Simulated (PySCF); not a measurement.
## Electronic structure of C$_{6}$H$_{14}$BNO in real space

```tsv
atom	x (Å)	y (Å)	z (Å)
B	-0.6146	2.0137	-1.1318
O	-0.8929	0.8184	-0.0548
C	-2.2397	0.3812	0.0081
C	-2.1729	-0.8708	0.8784
C	-0.8109	-1.4746	0.5046
C	-0.0923	-0.3427	-0.2661
C	1.2878	-0.0823	0.2486
N	2.2806	-0.6548	-0.2568
C	3.5927	-0.4287	0.2564
H	0.5515	2.2193	-1.0336
H	-0.9330	1.5860	-2.2002
H	-1.2983	2.9057	-0.7500
H	-2.6089	0.1516	-0.9995
H	-2.8351	1.1906	0.4305
H	-2.9997	-1.5494	0.6814
H	-2.1953	-0.5958	1.9330
H	-0.9147	-2.3537	-0.1278
H	-0.2448	-1.7616	1.3901
H	-0.0446	-0.5731	-1.3377
H	1.3424	0.6099	1.1008
H	4.2031	-0.0284	-0.5533
H	3.6206	0.2591	1.1118
H	4.0144	-1.3926	0.5439
```

Geometry: GFN2-xTB.

Computed with PBE0/pcSseg-1, SCF density, gas phase, non-relativistic in PySCF.

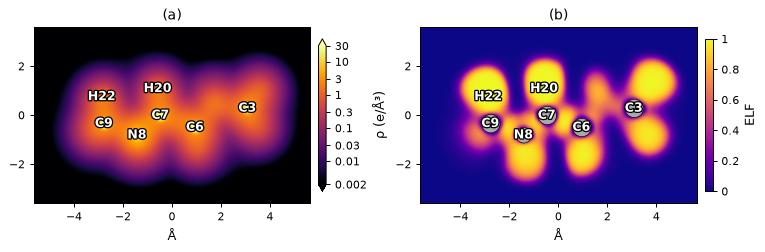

Figure 1. (a) electron density; (b) ELF on the plane of atoms N8, C9 and H22. Grey discs cover the atomic cores in the ELF map.

What do the fields say about this system?

Answer.
- The plane passes through C, N and H nuclei.
- C–N (1.25 Å): ρ at the midpoint is about 2.9 e/Å³; the ELF peaks at about 0.90 between the atoms: a short, multiple covalent bond.
- C–C (1.50 Å): the density is about 1.8 e/Å³ at the midpoint; the ELF peaks at about 0.95 between the atoms; a shared electron pair.
- C–H (1.10 Å): ρ is about 2 e/Å³ halfway; the ELF climbs to about 1 towards the hydrogen, as it does in any bond to H (a covalent bond by its length).
- C–N (1.43 Å): ρ at the midpoint is about 2 e/Å³; the ELF peaks at about 0.95 between the atoms (localised, covalent bonding).
- The ELF also peaks beside N8 and O2, away from the bonds: lone-pair regions.

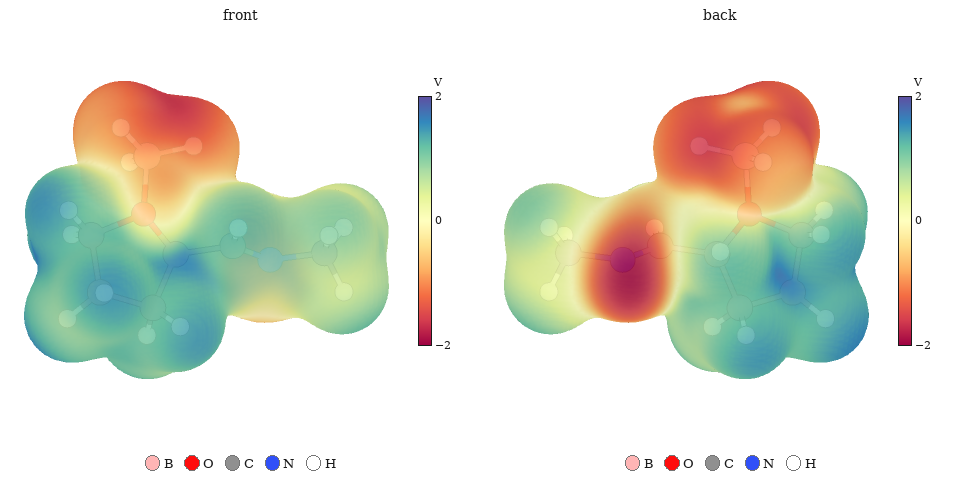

Figure 2. The molecular electrostatic potential painted on the density surface at 0.004 e/bohr³, seen from the front and from behind; red is negative and blue positive.

Describe the electrostatic potential map.

Answer. The most negative region (about −1.9 V) lies over N8, the most positive (about +1.6 V) over the C and H atoms. N8 is the likeliest acceptor of a hydrogen bond.

How polar is the molecule by this calculation?

Answer. Its dipole moment is 5.23 D.
